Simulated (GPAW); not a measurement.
# Surface energy and work function of K(110) from slabs of 3 to 12 layers (RPBE)

How do energy and work function of K(110) films settle with thickness, and what surface energy follows?

**Method.** GPAW 26.7.0, plane waves at 450 eV with PAW setups; symmetric 1×1 slabs cut at the tabulated lattice constant (two decimals; low-temperature values for the alkali metals), atoms at bulk places, 7.5 Å of vacuum on each side, one in-plane mesh for all thicknesses, Fermi-Dirac smearing of 0.1 eV. Energies are extrapolated to zero smearing and count from the program's reference atoms. Functional RPBE. The cell's area is 19.341 Å².

What came out, but for one run:

```
layers  energy (eV)  work function (eV)
     3      −3.0487                2.35
     4      −4.1418                2.33
     5      −5.2288                2.32
     6      −6.3221                2.32
     7      −7.4105                2.32
     8      −8.5009                2.32
     9      −9.5914                2.31
    10     −10.6805                2.32
    11     −11.7701                2.32
    12            ?                   ?
```

**Question.** What surface energy do these runs give, and what energy and work function should the 12-layer slab have?

Worked answer. A slab of n layers has E(n) = nε + 2Aγ once its middle is bulk-like. A line through n = 6 to 11 has the slope ε = −1.0897 eV a layer and the intercept 2Aγ = 0.2168 eV (r.m.s. residual 0.5 meV). So γ = 0.2168 / (2 × 19.341 Å²) = 0.0056 eV/Å² = 0.09 J/m², with a standard error of under 0.01 J/m² from the scatter about the line. For 12 layers: 0.2168 + 12 × (−1.0897) = −12.860 eV; the run gives −12.860 eV, 0.4 meV over the line. The work function has no such law: from 6 to 11 layers it moves between 2.31 and 2.32 eV (mean 2.32), and the 12-layer slab gives 2.32 eV. The thinnest slab, 3 layers, lies +0.03 eV from that mean.

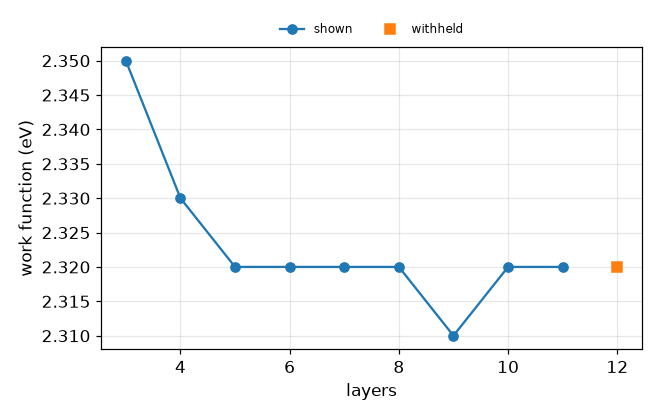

Work function against thickness.

Caveats: The surfaces are unrelaxed, so γ is an upper bound for this functional and lattice constant. The tabulated lattice constant isn't the functional's own, which strains the slab a little.

[Logs are printed without paths, hosts, clocks, repeated set-up lines and the standing remarks that a program may print on its own settings, such as how far it seeks lower states.]
